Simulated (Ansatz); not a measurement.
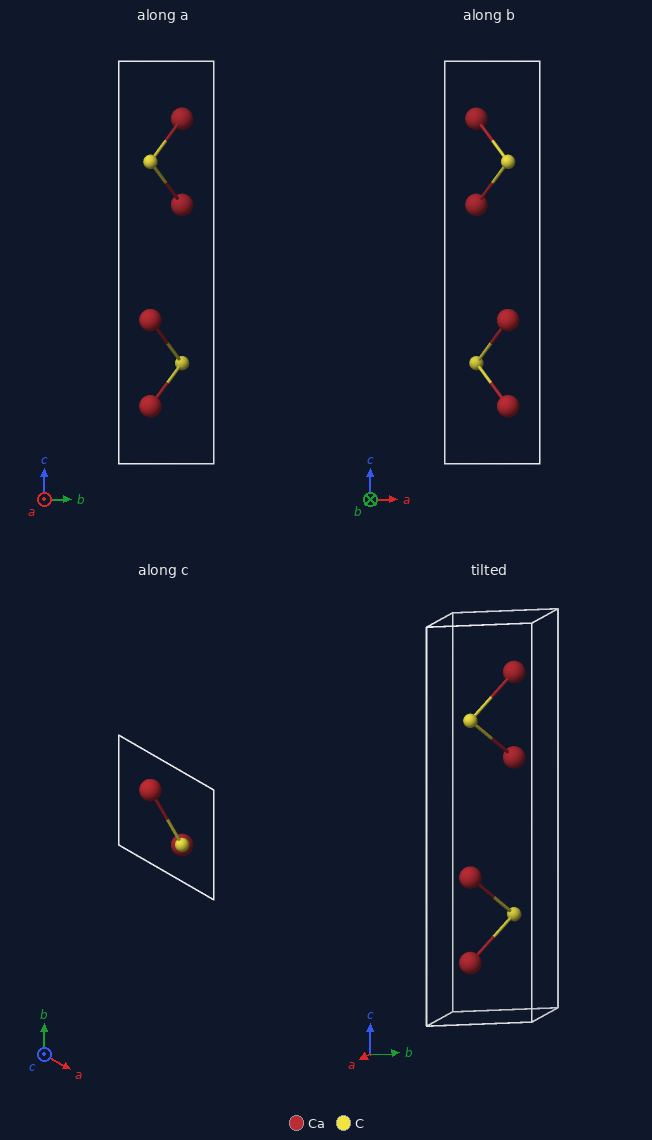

View along the a axis, along the b axis, along the c axis and slightly off an axis, drawn as a ball-and-stick model. Lines trace the edges of the conventional unit cell.

Lattice parameters: a = 3.656 Å, b = 3.656 Å, c = 13.409 Å, α = 90.00°, β = 90.00°, γ = 120.00°. Put a along x and b in the xy plane.

Q: Put the structure into a POSCAR file, with free fractional coordinates to two decimals.

A:
```
Ca C
1.0
     3.656    0.000    0.000
    -1.828    3.166    0.000
     0.000    0.000   13.409
Ca C
4 2
Direct
  0.3333 0.6667 0.64
  0.6667 0.3333 0.14
  0.3333 0.6667 0.86
  0.6667 0.3333 0.36
  0.3333 0.6667 0.25
  0.6667 0.3333 0.75
```

The structure comes from a structure type filled with these elements by a generator (whether the compound takes this form wasn't checked). The structure drawn was relaxed with Ansatz 0.2.0, DFT PBE, scalar-relativistic, plane waves, PAW.
